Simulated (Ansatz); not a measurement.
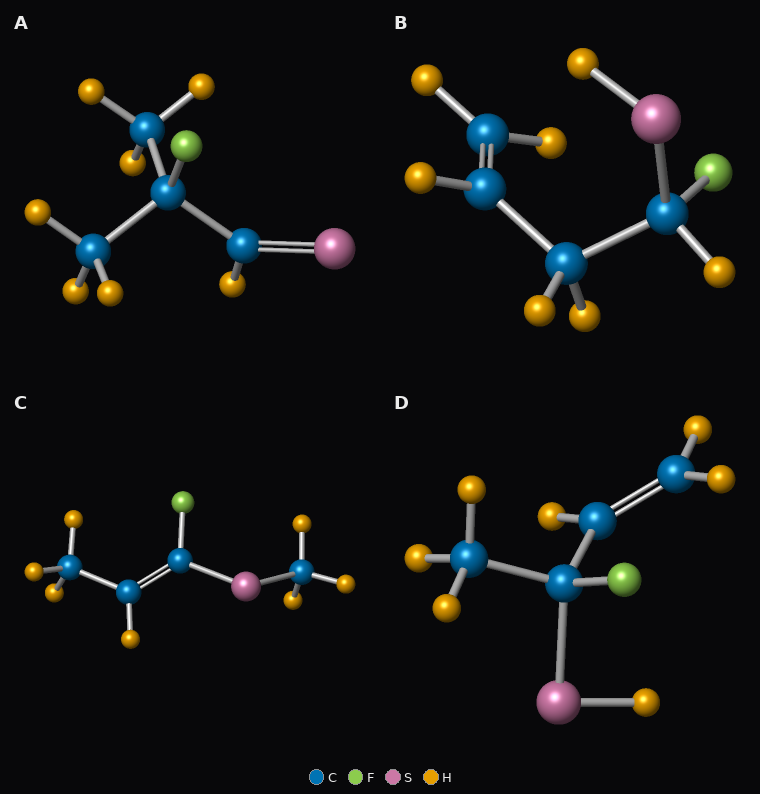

```sh
ansatz run in.yaml --threads 2 --pin off --events-out ev --progress --plain --max-ram 22528MiB --backend cuda --devices 0, --max-vram 18GiB
```

```yaml
crystal:
  periodic: [false, false, false]
  atoms:
    - {symbol: C, position_ang: [1.280537, -1.880082, -0.868221]}
    - {symbol: C, position_ang: [0.890570, -0.446947, -0.778114]}
    - {symbol: C, position_ang: [0.325568, 0.124714, 0.278224]}
    - {symbol: F, position_ang: [-0.010191, -0.614945, 1.355597]}
    - {symbol: S, position_ang: [0.065960, 1.834635, 0.467678]}
    - {symbol: C, position_ang: [-1.684666, 1.856818, 0.904544]}
    - {symbol: H, position_ang: [1.051988, -2.417844, 0.051115]}
    - {symbol: H, position_ang: [0.758551, -2.372915, -1.693944]}
    - {symbol: H, position_ang: [2.351962, -1.977312, -1.068244]}
    - {symbol: H, position_ang: [1.086068, 0.202174, -1.623329]}
    - {symbol: H, position_ang: [-1.934223, 2.897688, 1.111859]}
    - {symbol: H, position_ang: [-1.864997, 1.263497, 1.799558]}
    - {symbol: H, position_ang: [-2.296830, 1.495819, 0.078179]}
basis:
  gaussian: {orbitals: def2-TZVPP}
hamiltonian: {xc: r2scan, dispersion: d4}
output: {forces: true, orbitals: {seedname: orbitals}}
```

**Which picture belongs to the input above?**

C. The file holds C4H7FS, `C/C=C(\F)SC`.
